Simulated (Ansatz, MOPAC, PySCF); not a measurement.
CH4 (SMILES C) and SO2 (SMILES O=S=O) are pulled apart as rigid monomers along the line of their centres of mass, from the B3LYP-D3(BJ)/def2-TZVP minimum. Starting geometry (charge 0, multiplicity 1):
```tsv
atom	x (Å)	y (Å)	z (Å)
C	-0.0076	0.0600	-0.0571
H	-0.0963	1.0543	0.3784
H	-0.7896	-0.5861	0.3394
H	-0.1105	0.1292	-1.1388
H	0.9709	-0.3594	0.1792
O	0.1651	1.2092	3.4730
S	0.4066	-0.2034	3.3508
O	-0.7124	-1.1056	3.4026
```

Interaction energies with rigid monomers; basis-set methods are counterpoise corrected unless marked otherwise.

Cores are frozen in the correlated methods. Rows in 3-21G carry no dispersion term and start afresh at each structure. The state that PM3 reach isn't checked.

Codes used: Ansatz (an electronic-structure program); MOPAC for PM3 (differences of heats of formation); PySCF for 3-21G rows, the dispersion terms. Each number belongs to the level named beside it.

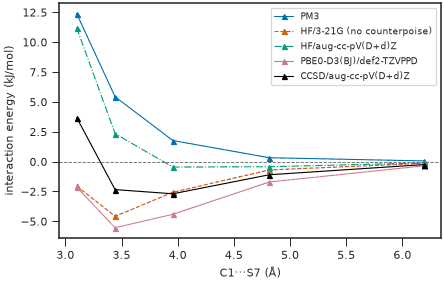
Figure. Interaction energy against separation

Which level binds most strongly at C1···S7 = 3.44, and by how much?

PBE0-D3(BJ)/def2-TZVPPD, -6 kJ/mol.
